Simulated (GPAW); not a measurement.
## Property calculation, with input and output: CH$_{4}$AlNS

- system: CH$_{4}$AlNS, SMILES C=[N][AlH][SH]
- method: r2SCAN/plane waves, scalar-relativistic datasets (GPAW 26.7.0)

The geometry comes from this level: GFN2-xTB.

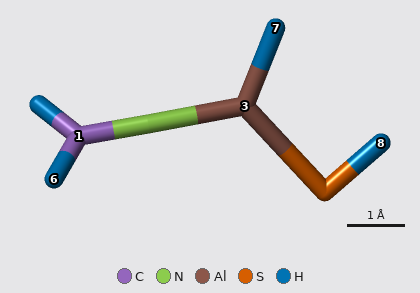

Fig. 1: The structure (stick view, seen at a tilt; atoms are numbered from 1 in the order of the input). Sticks mark near contacts. Bond lengths as drawn: Al–H 1.53 Å, Al–N 1.76 Å, Al–S 2.19 Å, C–H 1.09 Å, C–N 1.25 Å and H–S 1.33 Å.

**Input (sp.py)**
```python
import numpy as np
from ase.io import read
from ase.units import Debye
from gpaw import GPAW, PW

# Set up the molecule
atoms = read('CH4AlNS.xyz')
atoms.center(vacuum=4.5)

# DFT calculator
dft = GPAW(mode={'name': 'pw', 'ecut': 500},
           xc='MGGA_X_R2SCAN+MGGA_C_R2SCAN',
           mixer={'name': 'pulay', 'beta': 0.1, 'nmaxold': 5, 'weight': 1.0},
           maxiter=100,
           symmetry='off',
           txt='CH4AlNS.txt')
atoms.calc = dft

energy = atoms.get_potential_energy()
print(f'Energy = {energy:.5f} eV')
forces = atoms.get_forces()
print('Forces (eV/Ang)')
for symbol, f in zip(atoms.symbols, forces):
    print(f'{symbol:2} {f[0]:9.4f} {f[1]:9.4f} {f[2]:9.4f}')
dipole = atoms.get_dipole_moment() / Debye
print(f'Dipole: {np.linalg.norm(dipole):.3f} D')
homo, lumo = dft.get_homo_lumo()
print(f'HOMO = {homo:.3f} eV')
print(f'LUMO                    {lumo:.3f} eV')
print(f'Gap: {lumo - homo:.3f} eV')
```

**File CH4AlNS.xyz**
```
8

C     -0.634440     1.950350    -0.170760
N     -0.113980     0.816980    -0.095100
Al     0.553360    -0.816620    -0.072110
S     -0.420770    -2.466120     0.988460
H     -0.918580     2.404490    -1.125550
H     -0.831810     2.562320     0.714990
H      1.838200    -1.137560    -0.829150
H      0.528030    -3.313850     0.589230
```

Command:
```bash
python3 -u sp.py | tee sp.out
```

**What the program printed**
```
Energy = -46.91654 eV
Forces (eV/Ang)
C     0.2135   -0.3405    0.0891
N    -0.1214   -0.3962    0.0497
Al   -0.5395    0.3757    0.2211
S    -0.3544    0.3185    0.1052
H    -0.2018    0.0417   -0.2007
H     0.0853    0.2233    0.1860
H     0.6754   -0.0550   -0.2628
H     0.2116   -0.1789   -0.1255
Dipole: 1.658 D
HOMO = -5.294 eV
LUMO                    -1.924 eV
Gap: 3.369 eV
```

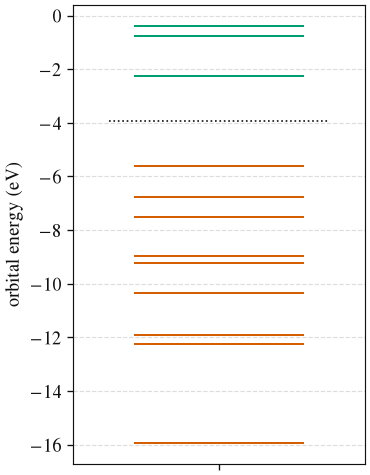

Fig. 2: Orbital energies near the frontier; the dotted line parts filled from empty levels, and levels within 0.02 eV of each other stand side by side. Highest filled −5.61 eV, lowest empty −2.24 eV, 3.37 eV apart.

**Results in brief**

| quantity | value |
| --- | --- |
| outcome | converged |
| energy relative to the program's reference atoms | −46.9165 eV |
| largest force | 0.727 eV/Å |
| HOMO | −5.61 eV |
| LUMO | −2.24 eV |
| dipole moment | 1.66 D |
| hardware | 1 thread of Intel Xeon (Granite Rapids), 32 GiB of memory available, shared host |
| wall time | 51 s |
| peak memory | 0.74 GiB |
